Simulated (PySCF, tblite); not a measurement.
# C₃H₈AlF₃O: a rotation path, then NMR shifts on frames, part 2 of 2

tblite 0.8.0 and PySCF 2.14.0. Atoms count from 0. Earlier steps stand in the parts before.

### Step 5. Nuclear shieldings: image 4, PBE0/pcSseg-1

Job settings and geometry (Å):

```
{"job": {"kind": "nmr", "xc": "PBE0", "basis": "pcSseg-1", "pop": false}, "charge": 0, "multiplicity": 1}
C      0.151900     1.214300     0.699100
O      0.475000     0.007200     0.026300
Al     2.290300    -0.513700     0.306700
C     -0.543700    -0.767400    -0.576600
C     -1.945500    -0.165200    -0.594900
F     -2.032200     0.968100    -1.299700
F     -2.788500    -1.036300    -1.159700
F     -2.428900     0.096200     0.624400
H     -0.483600     1.039500     1.568700
H     -0.306000     1.940700     0.025300
H      1.117600     1.596700     1.035500
H      2.241100    -0.630200     1.876900
H      2.156800    -1.822800    -0.561400
H      2.967000     0.765800    -0.307400
H     -0.257100    -0.954900    -1.617800
H     -0.621600    -1.729200    -0.056700
```

With the program's defaults for keys left out, this is: GIAO PBE0/pcSseg-1 NMR shielding, non-relativistic, gas phase.

The program printed:

```text
coarse grid: 14192 points
cycle   1  E = -735.3848302068  dE =  1.035e+00  |g| = 9.471e-01  |ddm| = 3.332e+00
cycle   2  E = -735.2315121035  dE =  1.533e-01  |g| = 1.411e+00  |ddm| = 1.125e+00
cycle   3  E = -735.5381823774  dE = -3.067e-01  |g| = 5.107e-02  |ddm| = 6.636e-01
cycle   4  E = -735.5385607216  dE = -3.783e-04  |g| = 2.547e-02  |ddm| = 5.036e-02
cycle   5  E = -735.5386620114  dE = -1.013e-04  |g| = 8.523e-03  |ddm| = 1.838e-02
cycle   6  E = -735.5386728222  dE = -1.081e-05  |g| = 2.400e-03  |ddm| = 5.198e-03
cycle   7  E = -735.5386737851  dE = -9.629e-07  |g| = 3.790e-04  |ddm| = 1.832e-03
final grid: 134512 points
cycle   8  E = -735.6148749506  dE = -5.558e-05  |g| = 1.019e-02  |ddm| = 2.872e-02
cycle   9  E = -735.6148596776  dE =  1.527e-05  |g| = 1.417e-02  |ddm| = 1.190e-02
cycle  10  E = -735.6148934334  dE = -3.376e-05  |g| = 1.019e-03  |ddm| = 6.823e-03
cycle  11  E = -735.6148936490  dE = -2.156e-07  |g| = 2.520e-04  |ddm| = 1.013e-03
cycle  12  E = -735.6148936615  dE = -1.251e-08  |g| = 8.833e-05  |ddm| = 2.150e-04
cycle  13  E = -735.6148936625  dE = -1.012e-09  |g| = 2.691e-05  |ddm| = 5.497e-05
cycle  14  E = -735.6148936627  dE = -1.141e-10  |g| = 3.919e-06  |ddm| = 1.717e-05
converged SCF energy = -735.6148936627

GIAO shielding tensors (ppm)
atom      isotropic    diamagn.    paramagn.     s11        s22        s33       span
  0 C      126.239     248.158    -121.919     97.974    102.398    178.345     80.372
  1 O      351.184     400.960     -49.776    285.032    358.913    409.607    124.575
  2 Al     404.452     795.680    -391.227    384.759    396.358    432.240     47.481
  3 C      115.905     244.647    -128.742     93.636    104.115    149.965     56.329
  4 C       55.026     244.578    -189.551     52.257     53.918     58.905      6.647
  5 F      250.571     474.418    -223.847    164.322    254.585    332.805    168.483
  6 F      252.852     469.333    -216.481    173.786    244.630    340.140    166.354
  7 F      250.124     475.181    -225.057    169.431    252.577    328.363    158.932
  8 H       27.561      30.818      -3.257     23.078     27.020     32.586      9.508
  9 H       27.621      30.824      -3.203     22.957     27.189     32.719      9.762
 10 H       27.238      30.344      -3.106     22.442     26.623     32.650     10.208
 11 H       27.395      30.160      -2.766     23.924     26.517     31.742      7.818
 12 H       27.619      30.187      -2.568     23.945     27.131     31.782      7.837
 13 H       27.401      30.272      -2.872     23.901     26.488     31.813      7.912
 14 H       27.200      29.049      -1.849     22.374     27.677     31.549      9.174
 15 H       27.333      29.282      -1.949     22.405     27.987     31.609      9.204
```

It took 22 s on 1 thread of Arm Neoverse V2, shared host; peak memory 0.85 GiB.

In short: δ C4 131.9, C3 71.0, C0 60.7, O1 -15.1, H14 4.52, H10 4.48 ppm.

### Step 6. NMR shieldings: image 6, PBE0/pcSseg-1

Job settings and geometry (Å):

```
{"job": {"kind": "nmr", "xc": "PBE0", "basis": "pcSseg-1", "pop": false}, "charge": 0, "multiplicity": 1}
C      0.130300     1.061700     0.963500
O      0.427800     0.004400     0.067000
Al     2.302600    -0.359800     0.012600
C     -0.632200    -0.833800    -0.296600
C     -1.859900    -0.102000    -0.846900
F     -1.576700     0.744900    -1.834400
F     -2.746800    -0.988000    -1.312800
F     -2.498000     0.603100     0.101400
H     -0.454700     0.701700     1.812200
H     -0.396200     1.874400     0.459100
H      1.099800     1.421600     1.312500
H      2.487500    -0.620200     1.559600
H      2.159900    -1.602500    -0.945100
H      2.767200     1.032400    -0.541700
H     -0.238700    -1.494300    -1.076200
H     -0.979500    -1.434600     0.554400
```

With the program's defaults for keys left out, this is: GIAO PBE0/pcSseg-1 NMR shielding, non-relativistic, gas phase.

The program printed:

```text
coarse grid: 14192 points
cycle   1  E = -735.3929757125  dE =  1.043e+00  |g| = 9.395e-01  |ddm| = 3.323e+00
cycle   2  E = -735.2423875026  dE =  1.506e-01  |g| = 1.400e+00  |ddm| = 1.126e+00
cycle   3  E = -735.5437411186  dE = -3.014e-01  |g| = 5.261e-02  |ddm| = 6.703e-01
cycle   4  E = -735.5441316889  dE = -3.906e-04  |g| = 2.725e-02  |ddm| = 5.138e-02
cycle   5  E = -735.5442435258  dE = -1.118e-04  |g| = 9.821e-03  |ddm| = 1.961e-02
cycle   6  E = -735.5442580004  dE = -1.447e-05  |g| = 2.245e-03  |ddm| = 6.167e-03
cycle   7  E = -735.5442588790  dE = -8.786e-07  |g| = 4.027e-04  |ddm| = 1.866e-03
final grid: 134512 points
cycle   8  E = -735.6201952184  dE = -4.950e-05  |g| = 1.043e-02  |ddm| = 2.537e-02
cycle   9  E = -735.6201796971  dE =  1.552e-05  |g| = 1.441e-02  |ddm| = 1.230e-02
cycle  10  E = -735.6202146009  dE = -3.490e-05  |g| = 1.080e-03  |ddm| = 7.067e-03
cycle  11  E = -735.6202148465  dE = -2.456e-07  |g| = 2.456e-04  |ddm| = 1.065e-03
cycle  12  E = -735.6202148580  dE = -1.153e-08  |g| = 9.064e-05  |ddm| = 2.233e-04
cycle  13  E = -735.6202148591  dE = -1.067e-09  |g| = 2.675e-05  |ddm| = 5.710e-05
cycle  14  E = -735.6202148592  dE = -1.160e-10  |g| = 3.905e-06  |ddm| = 1.835e-05
converged SCF energy = -735.6202148592

GIAO shielding tensors (ppm)
atom      isotropic    diamagn.    paramagn.     s11        s22        s33       span
  0 C      123.854     248.123    -124.270     97.699     98.449    175.413     77.714
  1 O      334.962     400.671     -65.709    298.312    343.615    362.958     64.646
  2 Al     399.191     795.802    -396.611    369.573    396.229    431.771     62.199
  3 C      114.129     246.072    -131.943     94.247     98.644    149.496     55.249
  4 C       55.202     244.889    -189.686     51.592     54.199     59.816      8.224
  5 F      259.887     474.462    -214.576    174.869    268.204    336.587    161.718
  6 F      256.826     469.026    -212.200    174.824    255.149    340.505    165.682
  7 F      245.370     475.254    -229.884    162.546    251.551    322.011    159.465
  8 H       28.185      30.561      -2.376     24.387     26.479     33.690      9.303
  9 H       27.647      30.846      -3.199     23.263     27.040     32.637      9.373
 10 H       27.074      30.270      -3.196     22.251     26.412     32.559     10.308
 11 H       27.347      30.125      -2.778     23.932     26.467     31.642      7.710
 12 H       27.570      30.392      -2.822     23.873     27.133     31.704      7.831
 13 H       27.320      30.396      -3.076     23.847     26.398     31.715      7.868
 14 H       26.794      29.257      -2.463     21.776     28.040     30.567      8.792
 15 H       27.805      29.722      -1.918     23.388     28.117     31.909      8.521
```

Wall time 23 s (1 thread of Arm Neoverse V2, shared host); peak memory 0.85 GiB.

This run: δ C4 131.7, C3 72.8, C0 63.1, O1 1.1, H14 4.92, H10 4.64 ppm.

### Step 7. Nuclear shieldings: image 8, PBE0/pcSseg-1

Job settings and geometry (Å):

```
{"job": {"kind": "nmr", "xc": "PBE0", "basis": "pcSseg-1", "pop": false}, "charge": 0, "multiplicity": 1}
C      0.120000     0.971600     1.210500
O      0.371600    -0.102800     0.322300
Al     2.182900    -0.286600    -0.228500
C     -0.732300    -0.858600    -0.073400
C     -1.674100    -0.085000    -1.004700
F     -1.010400     0.665300    -1.878800
F     -2.457300    -0.923300    -1.690000
F     -2.497100     0.736100    -0.329200
H     -0.358500     0.611800     2.124800
H     -0.491000     1.747200     0.745800
H      1.103700     1.380400     1.446200
H      2.783400    -0.472600     1.216500
H      1.913000    -1.567800    -1.111000
H      2.374800     1.113800    -0.910400
H     -0.323000    -1.703700    -0.637800
H     -1.313200    -1.217000     0.786400
```

Method: GIAO PBE0/pcSseg-1 NMR shielding, non-relativistic, gas phase.

The program printed:

```text
coarse grid: 14192 points
cycle   1  E = -735.3972123733  dE =  1.045e+00  |g| = 9.354e-01  |ddm| = 3.319e+00
cycle   2  E = -735.2490569302  dE =  1.482e-01  |g| = 1.392e+00  |ddm| = 1.136e+00
cycle   3  E = -735.5466916691  dE = -2.976e-01  |g| = 5.364e-02  |ddm| = 6.754e-01
cycle   4  E = -735.5471032409  dE = -4.116e-04  |g| = 2.766e-02  |ddm| = 5.132e-02
cycle   5  E = -735.5472172343  dE = -1.140e-04  |g| = 1.018e-02  |ddm| = 1.988e-02
cycle   6  E = -735.5472329226  dE = -1.569e-05  |g| = 2.142e-03  |ddm| = 6.543e-03
cycle   7  E = -735.5472337356  dE = -8.130e-07  |g| = 4.242e-04  |ddm| = 1.844e-03
final grid: 134512 points
cycle   8  E = -735.6219668682  dE = -4.389e-05  |g| = 1.033e-02  |ddm| = 2.302e-02
cycle   9  E = -735.6219515069  dE =  1.536e-05  |g| = 1.428e-02  |ddm| = 1.222e-02
cycle  10  E = -735.6219859123  dE = -3.441e-05  |g| = 1.104e-03  |ddm| = 7.131e-03
cycle  11  E = -735.6219861706  dE = -2.583e-07  |g| = 2.178e-04  |ddm| = 1.052e-03
cycle  12  E = -735.6219861794  dE = -8.743e-09  |g| = 8.972e-05  |ddm| = 1.977e-04
cycle  13  E = -735.6219861804  dE = -1.048e-09  |g| = 2.428e-05  |ddm| = 5.545e-05
cycle  14  E = -735.6219861805  dE = -1.003e-10  |g| = 4.139e-06  |ddm| = 1.755e-05
converged SCF energy = -735.6219861805

GIAO shielding tensors (ppm)
atom      isotropic    diamagn.    paramagn.     s11        s22        s33       span
  0 C      124.531     247.491    -122.960     93.540     99.517    180.535     86.995
  1 O      330.367     401.232     -70.865    304.185    336.761    350.155     45.970
  2 Al     395.433     795.969    -400.536    363.741    391.724    430.835     67.095
  3 C      111.823     246.671    -134.848     91.865     95.787    147.818     55.952
  4 C       54.928     244.975    -190.047     50.756     54.472     59.557      8.800
  5 F      262.290     475.581    -213.291    178.806    268.922    339.142    160.337
  6 F      257.257     469.213    -211.956    175.042    256.036    340.693    165.651
  7 F      242.980     474.605    -231.626    161.006    238.508    329.425    168.419
  8 H       28.222      29.898      -1.676     24.950     25.230     34.485      9.535
  9 H       27.607      30.700      -3.093     23.100     27.221     32.498      9.398
 10 H       27.114      30.026      -2.912     22.471     25.997     32.874     10.403
 11 H       27.282      30.288      -3.006     23.733     26.270     31.842      8.109
 12 H       27.550      30.653      -3.102     23.926     27.228     31.497      7.571
 13 H       27.265      30.582      -3.316     23.931     26.487     31.378      7.447
 14 H       26.592      29.524      -2.932     21.956     27.692     30.130      8.173
 15 H       27.824      29.555      -1.731     23.921     27.750     31.802      7.880
```

Run time: 23 s. Hardware: 1 thread of Arm Neoverse V2, shared host; peak memory 0.86 GiB.

This run: δ C4 132.0, C3 75.1, C0 62.4, O1 5.7, H14 5.12, H10 4.60 ppm.

### Step 8. Comparing the runs: NMR shifts

Shifts (ppm) of some atoms, chosen among heavy atoms and hydrogens apart, with basis size and wall time:

```tsv
frame	H15	H14	O1	Al2	F5	F6	F7	functions	time
image 0	5.08	3.86	5.3	94.2	-73.7	-87.1	-91.4	183	29 s
image 2	4.90	4.11	-2.0	91.4	-72.9	-83.9	-87.7	183	22 s
image 4	4.38	4.52	-15.1	85.5	-79.6	-81.9	-79.2	183	22 s
image 6	3.91	4.92	1.1	90.8	-88.9	-85.9	-74.4	183	23 s
image 8	3.89	5.12	5.7	94.5	-91.3	-86.3	-72.0	183	23 s
```

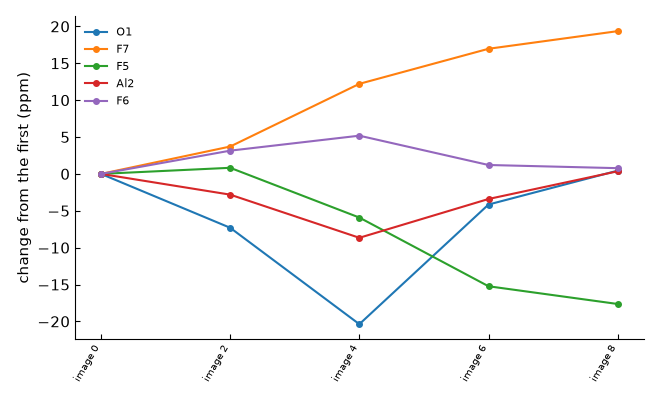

How five of the tabulated atoms move from run to run.

### Step 9. Outcome

The summary covers parts 1 to 2.

| quantity | value |
| --- | --- |
| barrier | 0.231 eV (5.3 kcal/mol) at image 4 |
| end to end (GFN2-xTB) | 0.000 eV |
| ¹³C shifts against TMS (PBE0/pcSseg-1, image 0) | 132.0, 74.8, 62.7 ppm |
| ¹H shifts against TMS (PBE0/pcSseg-1, image 0) | 5.08, 4.62, 4.44, 4.43, 4.17, 4.16, 3.86, 3.49 ppm |
| ¹⁷O shifts against H2O (PBE0/pcSseg-1, image 0) | 5.3 ppm |
| ²⁷Al shifts against AlH4- (PBE0/pcSseg-1, image 0) | 94.2 ppm |
| ¹⁹F shifts against CFCl3 (PBE0/pcSseg-1, image 0) | -73.7, -87.1, -91.4 ppm |
| surface potential, 1st and 99th percentile | -1.08 V and 1.90 V |
| range of the shift of O1 | -15.1 to 5.7 ppm |

Along the band the dihedral turns by 141°, and the top (dihedral 7°) lies 5.3 kcal/mol above the start (GFN2-xTB, rough), so at room temperature this motion is fast. The top was not checked by a frequency run. Shifts at one fixed geometry are not the observed spectrum, which averages over the motion. Across the 5 runs the shift of O1 moves most, between -15.1 (image 4) and 5.7 ppm (image 8).
